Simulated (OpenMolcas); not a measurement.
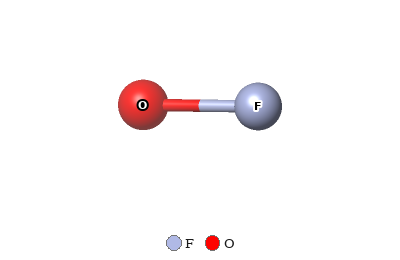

The molecule at the reference distance of 1.338 Å.

**Run report: FO, relativistic diatomic calculation (part 1 of 2)**

System: FO.
Method: SA-CASSCF(9,6)/XMS-CASPT2 + RASSI spin-orbit (X2C scalar, AMFI), ANO-RCC-VTZP (OpenMolcas).

### The input
```
&GATEWAY
Coord
2
angstrom
F 0.0 0.0 0.0
O 0.0 0.0 1.3380
Basis=ANO-RCC-VTZP
Group=XY
RX2C
AMFI
ANGMom
0.0 0.0 0.0
RICD
&SEWARD
&GUESSORB
&RASSCF
FileOrb=$CurrDir/o22.orb
Symmetry=2
Spin=2
nActEl=9 0 0
Inactive=4 0
RAS2=2 4
CIRoot=4 4 1
Linear
Iterations=120 100
OrbListing=Nothing
PRWF=0.15
>>COPY $Project.RasOrb $CurrDir/o22.orb
>>COPY $Project.rasscf.h5 $CurrDir/r22.h5
&CASPT2
XMultistate=all
Imaginary=0.2
IPEA=0.25
MaxIter=40
>>COPY $Project.JobMix JOB001
&RASSCF
FileOrb=$CurrDir/o41.orb
Symmetry=1
Spin=4
nActEl=9 0 0
Inactive=4 0
RAS2=2 4
CIRoot=4 4 1
Linear
Iterations=120 100
OrbListing=Nothing
PRWF=0.15
>>COPY $Project.RasOrb $CurrDir/o41.orb
>>COPY $Project.rasscf.h5 $CurrDir/r41.h5
&CASPT2
XMultistate=all
Imaginary=0.2
IPEA=0.25
MaxIter=40
>>COPY $Project.JobMix JOB002
&RASSCF
FileOrb=$CurrDir/o21.orb
Symmetry=1
Spin=2
nActEl=9 0 0
Inactive=4 0
RAS2=2 4
CIRoot=6 6 1
Linear
Iterations=120 100
OrbListing=Nothing
PRWF=0.15
>>COPY $Project.RasOrb $CurrDir/o21.orb
>>COPY $Project.rasscf.h5 $CurrDir/r21.h5
&CASPT2
XMultistate=all
Imaginary=0.2
IPEA=0.25
MaxIter=40
>>COPY $Project.JobMix JOB003
&RASSI
Nr of JobIphs=3 4 4 6
1 2 3 4
1 2 3 4
1 2 3 4 5 6
SpinOrbit
EJob
Omega
MEES
MESO
Properties=4
'AngMom' 3 'Mltpl  1' 1 'Mltpl  1' 2 'Mltpl  1' 3
Thrs=1.0d-4
>>COPY $Project.rassi.h5 $CurrDir/so.h5
```

The first orbital files come from an earlier step.

Hardware: 1 thread of Intel Xeon @ 2.50GHz (Skylake/Cascade Lake), 10 GiB of memory available, shared host.

Launched with:
```bash
pymolcas m.inp (one call a module block, same work directory)
```

### Output (extracts)
```
++    Wave function specifications:
      Number of closed shell electrons           8
      Number of electrons in active shells       9
      Number of inactive orbitals                4
      Number of active orbitals                  6
      Number of secondary orbitals              50
      Spin quantum number                      0.5
      State symmetry                             2
++    Orbital specifications:
      Symmetry species                           1   2
                                                 a   b
      Frozen orbitals                            0   0
      Inactive orbitals                          4   0
      Active orbitals                            2   4
      RAS2 orbitals                              2   4
      Secondary orbitals                        26  24
      Number of basis functions                 32  28
      printout of CI-coefficients larger than  0.15 for root  1
      energy=    -174.394102
      conf/sym  11 2222     Coeff  Weight
            25  ud 22u2  -0.18575 0.03450
            28  02 22u2   0.25981 0.06750
            29  02 2u22  -0.89394 0.79913
            35  02 u222   0.23130 0.05350
      printout of CI-coefficients larger than  0.15 for root  2
      energy=    -174.394102
      conf/sym  11 2222     Coeff  Weight
            24  ud 222u   0.18575 0.03450
            27  02 222u  -0.25981 0.06750
            29  02 2u22  -0.23130 0.05350
            35  02 u222  -0.89394 0.79913
      printout of CI-coefficients larger than  0.15 for root  3
      energy=    -174.145216
      conf/sym  11 2222     Coeff  Weight
            26  ud 2u22  -0.16217 0.02630
            27  02 222u   0.79947 0.63915
            28  02 22u2  -0.41637 0.17336
            29  02 2u22  -0.17135 0.02936
            34  ud u222  -0.22096 0.04883
            35  02 u222  -0.23347 0.05451
      printout of CI-coefficients larger than  0.15 for root  4
      energy=    -174.145216
      conf/sym  11 2222     Coeff  Weight
            26  ud 2u22   0.22096 0.04883
            27  02 222u   0.41637 0.17336
            28  02 22u2   0.79947 0.63915
            29  02 2u22   0.23347 0.05451
            34  ud u222  -0.16217 0.02630
            35  02 u222  -0.17135 0.02936
      Natural orbitals and occupation numbers for root  1
      sym 1:   0.079674   1.924242
      sym 2:   1.997465   1.020400   1.978696   1.999521
      Natural orbitals and occupation numbers for root  2
      sym 1:   0.079674   1.924242
      sym 2:   1.020400   1.997465   1.999521   1.978696
      Natural orbitals and occupation numbers for root  3
      sym 1:   0.094289   1.922098
      sym 2:   1.926173   1.992111   1.999712   1.065617
      Natural orbitals and occupation numbers for root  4
      sym 1:   0.094289   1.922098
      sym 2:   1.992111   1.926173   1.065617   1.999712
      RASSCF energy for state  4                   -174.14521571
::    RASSCF root number  1 Total energy:   -174.39410160
::    RASSCF root number  2 Total energy:   -174.39410160
::    RASSCF root number  3 Total energy:   -174.14521571
::    RASSCF root number  4 Total energy:   -174.14521571
      Von Neumann Entropy (Root   1) =  0.75162
++    Wave function specifications:
      Number of closed shell electrons           4
      Number of electrons in active shells       9
      Number of inactive orbitals                2
      Number of active orbitals                  6
      Number of secondary orbitals              50
      Spin quantum number                      0.5
      State symmetry                             2
      Number of CSFs                            36
      Number of CASSCF root(s) available         4
      CASPT2 state passed to geometry opt.       4
      A file JOBMIX will be created
      This is a MULTI-STATE CASSCF reference
      Number of CI roots used                    4
      These are:                                 1   2   3   4
      Off-diagonal elements of Heff are computed
  FINAL CASPT2 RESULT:
      Reference energy:        -174.3941015991
      E2 (Non-variational):      -0.4120254237
      Shift correction:          -0.0013244943
      E2 (Variational):          -0.4133499180
      Total energy:            -174.8074515170
      Reference weight:           0.91692
  FINAL CASPT2 RESULT:
      Reference energy:        -174.3941015990
      E2 (Non-variational):      -0.4120254246
      Shift correction:          -0.0013244944
      E2 (Variational):          -0.4133499190
      Total energy:            -174.8074515179
      Reference weight:           0.91692
  FINAL CASPT2 RESULT:
      Reference energy:        -174.1452157090
      E2 (Non-variational):      -0.4115037869
      Shift correction:          -0.0016204224
      E2 (Variational):          -0.4131242093
      Total energy:            -174.5583399183
      Reference weight:           0.91593
  FINAL CASPT2 RESULT:
      Reference energy:        -174.1452157090
      E2 (Non-variational):      -0.4115037870
      Shift correction:          -0.0016204220
      E2 (Variational):          -0.4131242090
      Total energy:            -174.5583399180
      Reference weight:           0.91593
       Total XMS-CASPT2 energies:
::    XMS-CASPT2 Root  1     Total energy:   -174.80789316
::    XMS-CASPT2 Root  2     Total energy:   -174.80789316
::    XMS-CASPT2 Root  3     Total energy:   -174.55789828
::    XMS-CASPT2 Root  4     Total energy:   -174.55789827
++    Wave function specifications:
      Number of closed shell electrons           8
      Number of electrons in active shells       9
      Number of inactive orbitals                4
      Number of active orbitals                  6
      Number of secondary orbitals              50
      Spin quantum number                      1.5
      State symmetry                             1
      printout of CI-coefficients larger than  0.15 for root  1
      energy=    -174.223891
      conf/sym  11 2222     Coeff  Weight
             4  u2 22uu   0.17461 0.03049
             9  2u uu22   0.19465 0.03789
            12  u2 uu22  -0.94589 0.89471
      printout of CI-coefficients larger than  0.15 for root  2
      energy=    -174.062033
      conf/sym  11 2222     Coeff  Weight
             5  u2 2u2u  -0.70488 0.49685
            11  u2 u2u2   0.70488 0.49685
      printout of CI-coefficients larger than  0.15 for root  3
      energy=    -174.062033
      conf/sym  11 2222     Coeff  Weight
             6  u2 2uu2  -0.70488 0.49685
            10  u2 u22u  -0.70488 0.49685
      printout of CI-coefficients larger than  0.15 for root  4
      energy=    -174.058363
      conf/sym  11 2222     Coeff  Weight
             5  u2 2u2u   0.70601 0.49845
            11  u2 u2u2   0.70601 0.49845
      Natural orbitals and occupation numbers for root  1
      sym 1:   1.040410   1.959590
      sym 2:   1.049842   1.049842   1.950158   1.950158
      Natural orbitals and occupation numbers for root  2
      sym 1:   1.000000   2.000000
      sym 2:   1.500000   1.500000   1.500000   1.500000
      Natural orbitals and occupation numbers for root  3
      sym 1:   1.000000   2.000000
      sym 2:   1.500000   1.500000   1.500000   1.500000
      Natural orbitals and occupation numbers for root  4
      sym 1:   1.000000   2.000000
      sym 2:   1.500000   1.500000   1.500000   1.500000
      RASSCF energy for state  4                   -174.05836271
::    RASSCF root number  1 Total energy:   -174.22389128
::    RASSCF root number  2 Total energy:   -174.06203258
::    RASSCF root number  3 Total energy:   -174.06203258
::    RASSCF root number  4 Total energy:   -174.05836271
      Von Neumann Entropy (Root   1) =  1.56650
++    Wave function specifications:
      Number of closed shell electrons           4
      Number of electrons in active shells       9
      Number of inactive orbitals                2
      Number of active orbitals                  6
      Number of secondary orbitals              50
      Spin quantum number                      1.5
      State symmetry                             1
      Number of CSFs                            12
      Number of CASSCF root(s) available         4
      CASPT2 state passed to geometry opt.       4
      A file JOBMIX will be created
      This is a MULTI-STATE CASSCF reference
      Number of CI roots used                    4
      These are:                                 1   2   3   4
      Off-diagonal elements of Heff are computed
  FINAL CASPT2 RESULT:
      Reference energy:        -174.2238912785
      E2 (Non-variational):      -0.4345517651
      Shift correction:          -0.0021890345
      E2 (Variational):          -0.4367407996
      Total energy:            -174.6606320781
      Reference weight:           0.90148
  FINAL CASPT2 RESULT:
      Reference energy:        -174.0620325791
      E2 (Non-variational):      -0.4025634205
      Shift correction:          -0.0010566343
      E2 (Variational):          -0.4036200547
      Total energy:            -174.4656526339
      Reference weight:           0.92243
  FINAL CASPT2 RESULT:
      Reference energy:        -174.0620325791
      E2 (Non-variational):      -0.3975562225
      Shift correction:          -0.0009828632
      E2 (Variational):          -0.3985390858
      Total energy:            -174.4605716649
      Reference weight:           0.92498
  FINAL CASPT2 RESULT:
      Reference energy:        -174.0583627079
      E2 (Non-variational):      -0.4025822461
      Shift correction:          -0.0010568031
      E2 (Variational):          -0.4036390492
      Total energy:            -174.4620017571
      Reference weight:           0.92243
       Total XMS-CASPT2 energies:
::    XMS-CASPT2 Root  1     Total energy:   -174.66063247
::    XMS-CASPT2 Root  2     Total energy:   -174.46556882
::    XMS-CASPT2 Root  3     Total energy:   -174.46218751
::    XMS-CASPT2 Root  4     Total energy:   -174.46046933
++    Wave function specifications:
      Number of closed shell electrons           8
      Number of electrons in active shells       9
      Number of inactive orbitals                4
      Number of active orbitals                  6
      Number of secondary orbitals              50
      Spin quantum number                      0.5
      State symmetry                             1
      printout of CI-coefficients larger than  0.15 for root  1
      energy=    -174.156540
      conf/sym  11 2222     Coeff  Weight
            13  u2 22ud  -0.19108 0.03651
            18  u2 2022   0.22019 0.04849
            24  u2 du22   0.44588 0.19881
            30  u2 ud22   0.77229 0.59642
            32  u2 0222  -0.22019 0.04849
      printout of CI-coefficients larger than  0.15 for root  2
      energy=    -174.156540
      conf/sym  11 2222     Coeff  Weight
            10  u2 2220   0.15602 0.02434
            15  u2 2202  -0.15602 0.02434
            18  u2 2022  -0.63057 0.39762
            24  u2 du22   0.15570 0.02424
            30  u2 ud22   0.26968 0.07273
            32  u2 0222   0.63057 0.39762
      printout of CI-coefficients larger than  0.15 for root  3
      energy=    -174.143303
      conf/sym  11 2222     Coeff  Weight
            24  u2 du22  -0.81743 0.66819
            30  u2 ud22   0.47194 0.22273
      printout of CI-coefficients larger than  0.15 for root  4
      energy=    -174.131956
      conf/sym  11 2222     Coeff  Weight
            10  u2 2220   0.18089 0.03272
            15  u2 2202   0.18089 0.03272
            18  u2 2022  -0.59129 0.34962
            32  u2 0222  -0.59129 0.34962
            34  0u 2222   0.41810 0.17481
      printout of CI-coefficients larger than  0.15 for root  5
      energy=    -174.097909
      conf/sym  11 2222     Coeff  Weight
            18  u2 2022  -0.26927 0.07251
            32  u2 0222  -0.26927 0.07251
            34  0u 2222  -0.87995 0.77431
      printout of CI-coefficients larger than  0.15 for root  6
      energy=    -174.036595
      conf/sym  11 2222     Coeff  Weight
            16  u2 2du2  -0.26947 0.07262
            17  u2 2ud2  -0.63887 0.40816
            22  u2 d22u   0.26947 0.07262
            28  u2 u22d   0.63887 0.40816
      Natural orbitals and occupation numbers for root  1
      sym 1:   1.042269   1.957731
      sym 2:   1.079506   1.079506   1.920494   1.920494
      Natural orbitals and occupation numbers for root  2
      sym 1:   1.042269   1.957731
      sym 2:   1.079506   1.079506   1.920494   1.920494
      Natural orbitals and occupation numbers for root  3
      sym 1:   1.054819   1.945181
      sym 2:   1.049690   1.049690   1.950310   1.950310
      Natural orbitals and occupation numbers for root  4
      sym 1:   0.862602   1.773355
      sym 2:   1.272822   1.272822   1.909199   1.909199
      Natural orbitals and occupation numbers for root  5
      sym 1:   0.216534   1.213011
      sym 2:   1.824048   1.824048   1.961179   1.961179
      Natural orbitals and occupation numbers for root  6
      sym 1:   1.015715   1.984285
      sym 2:   1.486753   1.486753   1.513247   1.513247
      RASSCF energy for state  6                   -174.03659523
::    RASSCF root number  1 Total energy:   -174.15653960
::    RASSCF root number  2 Total energy:   -174.15653960
::    RASSCF root number  3 Total energy:   -174.14330312
::    RASSCF root number  4 Total energy:   -174.13195578
::    RASSCF root number  5 Total energy:   -174.09790880
::    RASSCF root number  6 Total energy:   -174.03659523
      Von Neumann Entropy (Root   1) =  1.59293
++    Wave function specifications:
      Number of closed shell electrons           4
      Number of electrons in active shells       9
      Number of inactive orbitals                2
      Number of active orbitals                  6
      Number of secondary orbitals              50
      Spin quantum number                      0.5
      State symmetry                             1
      Number of CSFs                            34
      Number of CASSCF root(s) available         6
      CASPT2 state passed to geometry opt.       6
      A file JOBMIX will be created
      This is a MULTI-STATE CASSCF reference
      Number of CI roots used                    6
      These are:                                 1   2   3   4   5   6
      Off-diagonal elements of Heff are computed
  FINAL CASPT2 RESULT:
      Reference energy:        -174.1565396018
      E2 (Non-variational):      -0.4255254606
      Shift correction:          -0.0014500189
      E2 (Variational):          -0.4269754795
      Total energy:            -174.5835150813
      Reference weight:           0.91225
  FINAL CASPT2 RESULT:
      Reference energy:        -174.1565396018
      E2 (Non-variational):      -0.4257604725
      Shift correction:          -0.0014616573
      E2 (Variational):          -0.4272221298
      Total energy:            -174.5837617316
      Reference weight:           0.91207
  FINAL CASPT2 RESULT:
      Reference energy:        -174.1433031232
      E2 (Non-variational):      -0.4361525104
      Shift correction:          -0.0018397115
      E2 (Variational):          -0.4379922218
      Total energy:            -174.5812953450
      Reference weight:           0.90592
  FINAL CASPT2 RESULT:
      Reference energy:        -174.1319557789
      E2 (Non-variational):      -0.4249794745
      Shift correction:          -0.0015723130
      E2 (Variational):          -0.4265517875
      Total energy:            -174.5585075664
      Reference weight:           0.91091
  FINAL CASPT2 RESULT:
      Reference energy:        -174.0979087992
      E2 (Non-variational):      -0.4399247085
      Shift correction:          -0.0019143044
      E2 (Variational):          -0.4418390129
      Total energy:            -174.5397478121
      Reference weight:           0.90247
  FINAL CASPT2 RESULT:
      Reference energy:        -174.0365952307
      E2 (Non-variational):      -0.4060244530
      SSPIN-FREE ENERGIES:
  (Shifted by EMIN (a.u.) =       -174.8078931613)
 SF State       Relative EMIN(au)   Rel lowest level(eV)    D:o, cm**(-1)      Abs_M
     1             0.0000000000        0.0000000000              0.0000         1.0
     2             0.0000000039        0.0000001074              0.0009         1.0
     5             0.1472606892        4.0071674926          32319.9855         0.0
     9             0.2241312753        6.0989227030          49191.1290         2.0
    10             0.2243782343        6.1056427980          49245.3303         2.0
    11             0.2270692007        6.1788677245          49835.9291         0.0
     3             0.2499948829        6.8027073181          54867.5348         1.0
     4             0.2499948870        6.8027074296          54867.5357         1.0
    12             0.2506272361        6.8199145244          55006.3202         0.0
    13             0.2669037080        7.2628198890          58578.5929         0.0
     6             0.3423243418        9.3151198863          75131.5087         2.0
     7             0.3457056483        9.4071299232          75873.6197         0.5
     8             0.3474238318        9.4538840793          76250.7174         1.9
    14             0.3635445259        9.8925505108          79788.8008         0.0
```

(Continued in part 2.) Outcome of the run: converged; components of a degenerate state are split by 54 cm⁻¹.
